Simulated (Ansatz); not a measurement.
## SiNH3F4: geometry relaxation

SiNH3F4, computed with RKS PBE0-D4/def2-SVP (Ansatz 0.2.0).

The input holds or restrains some coordinates. Forces given for the steps count only the free coordinates. Figures and captions count atoms from 1; the log counts them from 0 in places.

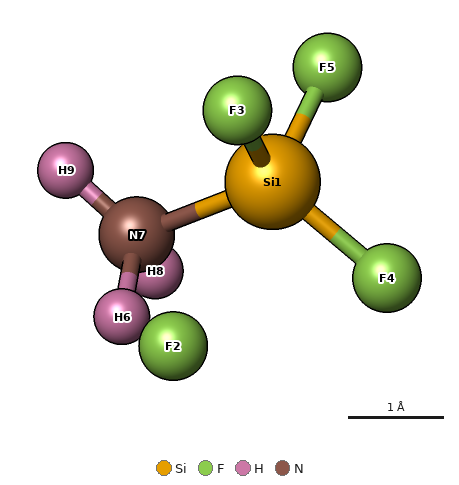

Figure 1. The starting structure (ball-and-stick view, seen at a tilt; atoms are numbered from 1 in the order of the input). Bond lengths as drawn: F–Si 1.57 to 1.60 Å, H–N 1.01 to 1.27 Å and N–Si 1.79 Å.

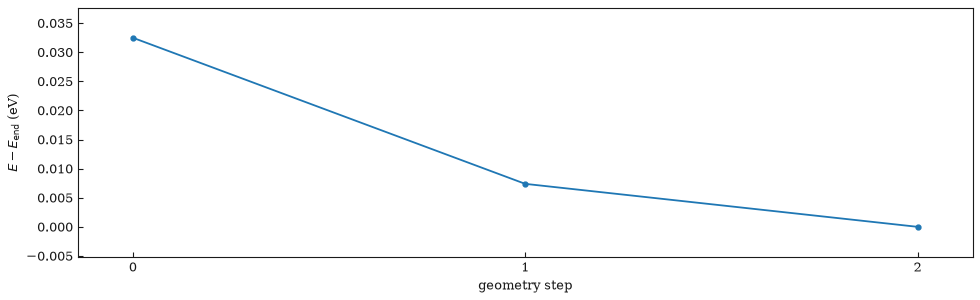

Figure 2. Progress of the restrained relaxation, step by step (the first geometry is step 0 here and step 1 in the log).

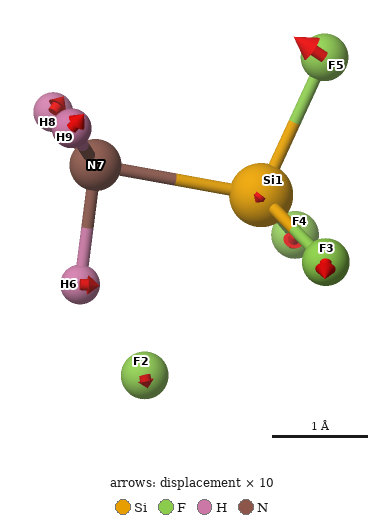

Figure 3. The starting structure with the displacements as red arrows, magnified 10 times (ball-and-stick view, seen on its broad side). The two geometries are laid on each other by the best rigid fit. The largest move after the best rigid fit is that of F5, 0.040 Å. Largest moves by element: F 0.040 Å, H 0.022 Å, Si 0.010 Å, N 0.004 Å. Among the contacts that change: Si1–F3 1.574 → 1.592 Å, Si1–F5 1.598 → 1.614 Å, N7–H8 1.013 → 1.021 Å. After 2 geometry steps the energy has fallen by 0.032 eV. Largest force component: 0.79 eV/Å at the start, 0.028 eV/Å at the end. (Atoms are counted from 1 in the order of the input.)

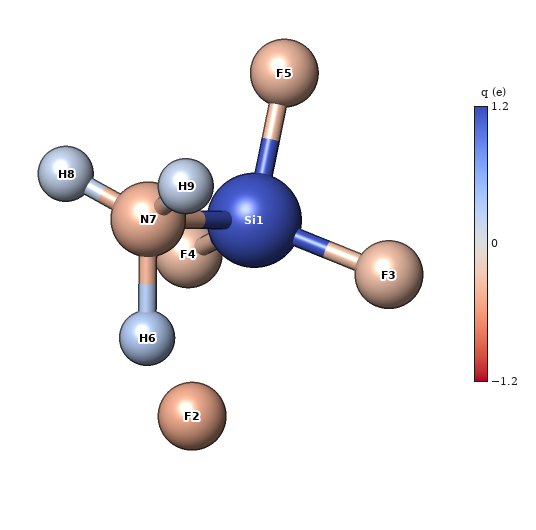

Figure 4. Mulliken charges, as the colour of each atom (ball-and-stick view, seen at a tilt; atoms are numbered from 1 in the order of the input). By element: Si +1.13, F −0.45 to −0.31, H +0.18 to +0.30 and N −0.39 e.

The input and output of the run follow.

**The input**
```yaml
crystal:
  periodic: [false, false, false]
  atoms:
    - {symbol: Si, position_ang: [-0.712800, 0.414400, -0.032700]}
    - {symbol: F, position_ang: [-0.314000, -1.681300, -0.779500]}
    - {symbol: F, position_ang: [-1.043200, 0.682700, -1.548100]}
    - {symbol: F, position_ang: [-1.740300, -0.323800, 0.903800]}
    - {symbol: F, position_ang: [-0.773800, 1.897400, 0.558600]}
    - {symbol: H, position_ang: [0.658100, -1.192700, -0.302700]}
    - {symbol: N, position_ang: [0.981800, -0.089000, 0.242600]}
    - {symbol: H, position_ang: [1.263000, -0.155900, 1.213500]}
    - {symbol: H, position_ang: [1.681200, 0.448200, -0.255600]}
basis:
  gaussian: {orbitals: def2-SVP}
hamiltonian: {xc: pbe0, dispersion: d4}
relax: {f_tol: 0.04, max_steps: 150, escape_saddle: false, constraints: [{distance: [0, 6]}, {distance: [1, 5]}, {distance: [0, 1]}, {distance: [5, 6]}]}
```

Launched with:
```bash
ansatz run in.yaml --threads 8 --pin off --events-out ev --progress --plain --max-ram 19148MiB
```

**Output**
```
Functional definition: PBE0
  name "PBE0"
  cite "Adamo & Barone, J. Chem. Phys. 110, 6158 (1999) doi:10.1063/1.478522"
  cite "Perdew, Burke & Ernzerhof, Phys. Rev. Lett. 77, 3865 (1996) doi:10.1103/PhysRevLett.77.3865"
  parent pbe
  parameter a = 0.25
  parameter kappa = 0.804
  parameter beta = 0.06672455060314922
  exchange = (1 - a)*pbe_x(kappa = kappa, mu = beta*pi^2/3) + a*exact_x
  correlation = pbe_c(beta = beta)
1045 factors; integrals over basis functions are off by at most 3.5e-4 eV
mean field evaluation 1: about -20255.2438 eV, gradient 6.5e1 eV
mean field evaluation 2: about -20251.8039 eV, gradient 8.0e1 eV
mean field evaluation 4: about -20261.9821 eV, gradient 2.1e0 eV
mean field evaluation 8: about -20262.0094 eV, gradient 1.2e-1 eV
mean field -20262.00943506 eV, -744.6151126551 hartree, gradient 6.6e-5 eV, S^2 0.000000; 0 other end points of the search recorded, 0 dependent functions left out
the calculation of the forces begins
reference -20262.00945555 eV, -744.6151134082 hartree; 30, 30 occupied and 73, 73 virtual orbitals, 1045 factors
relax step   1: F+E_penalty+E_count = -20262.15253658 eV  Δ(F+E_penalty+E_count) = +0.000e0 eV  max|allowed force component| = 7.881e-1 eV/Å  Δτ_max = 0.0000 Å  (24 SCF iters, accepted)
  distance Si 0 - N 6 held at 1.789098 Å   reaction = +1.4549e-1 eV/Å
  distance F 1 - H 5 held at 1.187875 Å   reaction = +1.2353e0 eV/Å
  distance Si 0 - F 1 held at 2.260246 Å   reaction = +6.5618e-1 eV/Å
  distance H 5 - N 6 held at 1.272905 Å   reaction = +1.9187e-2 eV/Å
these checks for a lower state are left out or cut short: starts, cluster_reference, orbital_swaps, neighbouring_geometries, increment
1045 factors; integrals over basis functions are off by at most 3.5e-4 eV
mean field evaluation 16: about -20262.0086 eV, gradient 1.7e0 eV
mean field -20262.03503413 eV, -744.6160534037 hartree, gradient 1.2e-5 eV, S^2 0.000000; 0 other end points of the search recorded, 0 dependent functions left out
the calculation of the forces begins
reference -20262.03505457 eV, -744.6160541549 hartree; 30, 30 occupied and 73, 73 virtual orbitals, 1045 factors
relax step   2: F+E_penalty+E_count = -20262.17764028 eV  Δ(F+E_penalty+E_count) = -2.510e-2 eV  max|allowed force component| = 4.128e-1 eV/Å  Δτ_max = 0.0243 Å  (28 SCF iters, accepted)
  distance Si 0 - N 6 held at 1.789098 Å   reaction = -2.8779e-2 eV/Å
  distance F 1 - H 5 held at 1.187875 Å   reaction = +1.2461e0 eV/Å
  distance Si 0 - F 1 held at 2.260246 Å   reaction = +6.5710e-1 eV/Å
  distance H 5 - N 6 held at 1.272905 Å   reaction = -6.8537e-2 eV/Å
these checks for a lower state are left out or cut short: starts, cluster_reference, orbital_swaps, neighbouring_geometries, increment
1045 factors; integrals over basis functions are off by at most 3.6e-4 eV
mean field -20262.04253581 eV, -744.6163290855 hartree, gradient 1.2e-5 eV, S^2 0.000000; 0 other end points of the search recorded, 0 dependent functions left out
the calculation of the forces begins
reference -20262.04255622 eV, -744.6163298354 hartree; 30, 30 occupied and 73, 73 virtual orbitals, 1045 factors
relax step   3: F+E_penalty+E_count = -20262.18502531 eV  Δ(F+E_penalty+E_count) = -7.385e-3 eV  max|allowed force component| = 2.785e-2 eV/Å  Δτ_max = 0.0194 Å  (29 SCF iters, accepted)
  distance Si 0 - N 6 held at 1.789098 Å   reaction = -1.7728e-1 eV/Å
  distance F 1 - H 5 held at 1.187875 Å   reaction = +1.2341e0 eV/Å
  distance Si 0 - F 1 held at 2.260246 Å   reaction = +6.2548e-1 eV/Å
  distance H 5 - N 6 held at 1.272905 Å   reaction = -9.8352e-2 eV/Å
1045 factors; integrals over basis functions are off by at most 3.6e-4 eV
mean field evaluation 32: about -20255.2855 eV, gradient 6.4e1 eV
mean field -20262.04253581 eV, -744.6163290855 hartree, gradient 1.2e-5 eV, S^2 0.000000; 1 other end points of the search recorded, 0 dependent functions left out
the calculation of the forces begins
reference -20262.04255622 eV, -744.6163298354 hartree; 30, 30 occupied and 73, 73 virtual orbitals, 1045 factors
Total energy: -20262.18504572 eV, -744.6215662278 hartree
Atom 0 at    -0.710346     0.405431    -0.035636 Å, force    -0.032773    -0.532025    -0.227819 eV/Å
Atom 1 at    -0.321974    -1.691021    -0.785811 Å, force     0.892813     1.103324     0.706556 eV/Å
Atom 2 at    -1.042579     0.674071    -1.569445 Å, force    -0.022016    -0.001022     0.001211 eV/Å
Atom 3 at    -1.747921    -0.344142     0.911305 Å, force    -0.018419     0.004176    -0.011481 eV/Å
Atom 4 at    -0.736271     1.900975     0.570771 Å, force     0.011436     0.000427     0.003527 eV/Å
Atom 5 at     0.638992    -1.184705    -0.304942 Å, force    -1.020496    -0.617851    -0.543580 eV/Å
Atom 6 at     0.986044    -0.089724     0.243562 Å, force     0.219769     0.020669     0.070958 eV/Å
Atom 7 at     1.255810    -0.140444     1.226903 Å, force    -0.011473     0.016384    -0.012160 eV/Å
Atom 8 at     1.678246     0.469560    -0.256808 Å, force    -0.018841     0.005919     0.012787 eV/Å
Dipole moment:     0.905850     0.257603     0.363480 e Å
```

**Trajectory as extended XYZ (Å, eV, eV/Å), 3 frames, from step=1 to step=3**
```
9
Properties=species:S:1:pos:R:3:forces:R:3 step=1 energy=-20262.15254
Si   -0.7128    0.4144   -0.0327    0.4970  -0.8295  -0.1972
F    -0.3140   -1.6813   -0.7795    0.8446   0.9142   0.6152
F    -1.0432    0.6827   -1.5481   -0.1460   0.0450  -0.7881
F    -1.7403   -0.3238    0.9038   -0.4932  -0.4562   0.4357
F    -0.7738    1.8974    0.5586    0.1548   0.5911   0.2869
H     0.6581   -1.1927   -0.3027   -1.2118  -0.4420  -0.5266
N     0.9818   -0.0890    0.2426    0.1135  -0.0954  -0.0016
H     1.2630   -0.1559    1.2135    0.0438   0.0273   0.3517
H     1.6812    0.4482   -0.2556    0.1973   0.2454  -0.1761
9
Properties=species:S:1:pos:R:3:forces:R:3 step=2 energy=-20262.17764
Si   -0.7104    0.4077   -0.0347    0.2285  -0.6414  -0.1974
F    -0.3231   -1.6888   -0.7852    0.9053   1.0932   0.7059
F    -1.0404    0.6749   -1.5590   -0.0872   0.0316  -0.4128
F    -1.7414   -0.3371    0.9066   -0.2691  -0.2311   0.2286
F    -0.7537    1.8962    0.5638    0.0680   0.3245   0.1527
H     0.6369   -1.1810   -0.3040   -1.0241  -0.6266  -0.5483
N     0.9861   -0.0868    0.2448    0.1794  -0.0349   0.0380
H     1.2623   -0.1469    1.2238   -0.0162   0.0199   0.0712
H     1.6837    0.4617   -0.2562    0.0154   0.0648  -0.0378
9
Properties=species:S:1:pos:R:3:forces:R:3 step=3 energy=-20262.18502
Si   -0.7103    0.4054   -0.0356   -0.0328  -0.5320  -0.2278
F    -0.3220   -1.6910   -0.7858    0.8928   1.1033   0.7066
F    -1.0426    0.6741   -1.5694   -0.0220  -0.0010   0.0012
F    -1.7479   -0.3441    0.9113   -0.0184   0.0042  -0.0115
F    -0.7363    1.9010    0.5708    0.0114   0.0004   0.0035
H     0.6390   -1.1847   -0.3049   -1.0205  -0.6179  -0.5436
N     0.9860   -0.0897    0.2436    0.2198   0.0207   0.0710
H     1.2558   -0.1404    1.2269   -0.0115   0.0164  -0.0122
H     1.6782    0.4696   -0.2568   -0.0188   0.0059   0.0128
```

**Results in brief**

- outcome: converged under the restraints of the input
- total energy: −20262.1850 eV
- mean-field energy: −20262.0426 eV
- dispersion energy: −0.1425 eV
- SCF solution under orbital rotations: stable
- largest force (length of the vector) at the end, held atoms and coordinates included: 1.585 eV/Å
- dipole moment: 4.85 D
- hardware: 8 threads of Arm Neoverse V1, 23 GiB of memory available, shared host
- wall time: 3 s (CPU time 20 s)
- peak memory: 0.23 GiB
